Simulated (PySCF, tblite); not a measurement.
# C₄H₁₁B₂N: geometry, infrared bands and NMR shifts

Wanted: the infrared bands and NMR shifts of C₄H₁₁B₂N (`CBNB/C=C\C`), by calculation.

Computed with tblite 0.8.0 and PySCF 2.14.0, with density-fitted response routines of our own, on a single molecule in the gas phase. Atoms are numbered from 0 throughout.

### 1 Starting geometry

18 atoms, charge 0, multiplicity 1; geometry from: force field or distance geometry start.

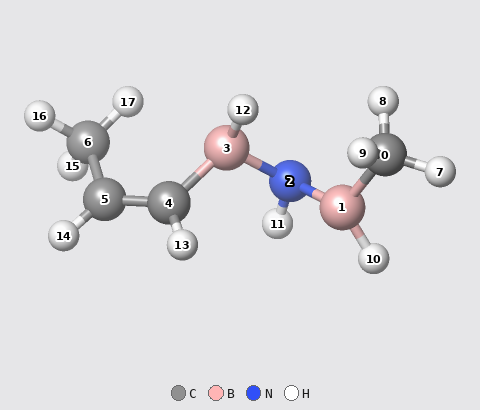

As it starts; carbon grey, boron pink, nitrogen blue, hydrogen white, atoms numbered; sticks join atoms by distance.

### 2 Relaxing the molecule with GFN2-xTB

Job settings and geometry (Å):

```
{"job": {"kind": "relax", "xc": "GFN2-xTB", "basis": "xTB"}, "charge": 0, "multiplicity": 1}
C     -3.152300     0.437700     0.138600
B     -2.104900    -0.742900     0.264200
N     -0.804900    -0.573700     1.092100
B      0.132200     0.422500     0.367500
C      1.042900    -0.276000    -0.709500
C      2.366300    -0.262700    -0.628500
C      2.986500     0.417100     0.522900
H     -4.201100     0.067900     0.207800
H     -2.965400     1.213400     0.898700
H     -3.072600     0.907300    -0.861600
H     -2.588900    -1.825800     0.320000
H     -0.401100    -1.517800     1.203100
H     -0.437400     1.398100    -0.016700
H      0.558000    -0.772200    -1.569200
H      3.022300    -0.716400    -1.355700
H      3.566800    -0.327300     1.090400
H      3.750900     1.134500     0.114400
H      2.293900     1.022500     1.115500
```

Started as:

```bash
OMP_NUM_THREADS=1 python probes_run.py task.json out
```

This one command runs all jobs of the session in turn.

**Question.** This job is followed by: GFN2-xTB harmonic vibrations, gas phase; GIAO PBE0/pcSseg-1 NMR shielding, non-relativistic, gas phase. What will the session give for the following? strongest single infrared mode (GFN2-xTB); zero-point energy (GFN2-xTB); 13C shifts against TMS (PBE0/pcSseg-1); 1H shifts against TMS (PBE0/pcSseg-1, means over atoms taken as alike); 11B shifts against BF3·OEt2 (PBE0/pcSseg-1); 15N shifts against NH3 (PBE0/pcSseg-1).

The runs gave:

| quantity | value |
| --- | --- |
| strongest single infrared mode (GFN2-xTB) | 1395 cm⁻¹, 413 km/mol |
| zero-point energy (GFN2-xTB) | 92.8 kcal/mol |
| 13C shifts against TMS (PBE0/pcSseg-1) | 166.7, 140.1, 22.2, 4.4 ppm |
| 1H shifts against TMS (PBE0/pcSseg-1, means over atoms taken as alike) | 7.23, 6.99, 6.03, 6.02, 5.90, 2.27, 0.74 ppm |
| 11B shifts against BF3·OEt2 (PBE0/pcSseg-1) | 53.3, 38.1 ppm |
| 15N shifts against NH3 (PBE0/pcSseg-1) | 186.2 ppm |

In words: Relaxing lowered the energy by 1.851 eV in 177 steps; the close pair that moved most is B1–N2, from 1.550 to 1.414 Å. The lowest mode is slightly imaginary (5i cm⁻¹), a soft motion within the noise of the Hessian, so the minimum is not strictly shown. The strongest single mode, at 1395 cm⁻¹, has its largest shares on N2, H15, H16 and H11 (the list is cut at 4 atoms). GFN2-xTB is a fitted tight-binding method: band positions and strengths are rough. Its intensities can rank the bands wrongly. At PBE0/pcSseg-1: The widest tensor belongs to N2: span 290 ppm, with a paramagnetic part of -242 ppm.
